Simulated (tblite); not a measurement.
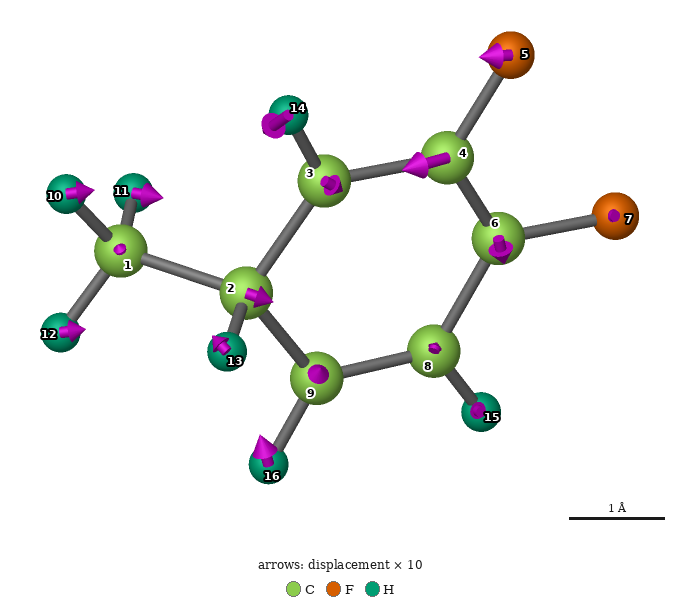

This is a relaxation of C$_{7}$H$_{7}$F$_{2}$ (multiplicity 2). The starting structure is drawn; purple arrows show the displacements, 10 times their true length. The two geometries are superimposed by the best rigid fit.

The picture is a ball-and-stick view, seen at a tilt.

These are results of tblite 0.8.0, GFN2-xTB geometry optimisation, gas phase, not measurements. 

**What did the optimiser do to the structure, and how much energy did it gain?**

After 22 geometry steps the energy has fallen by 24.6 kJ/mol. The largest moves after the best rigid fit, 0.059 Å, are those of C4 and H14. By element the largest moves are H 0.059 Å, C 0.059 Å, F 0.038 Å. Near-neighbour distances that change, for instance: C3–C4 1.435 → 1.354 Å, C4–C6 1.341 → 1.407 Å, C2–C9 1.530 → 1.493 Å, C6–C8 1.436 → 1.402 Å. Among the angles between lasting bonds that change: C1–C2–H13 108.7° → 105.8°, C2–C3–H14 120.7° → 118.2°, C4–C6–C8 122.3° → 119.8°. The run took 0.14 s on 1 thread of Arm Neoverse V1 (shared host).
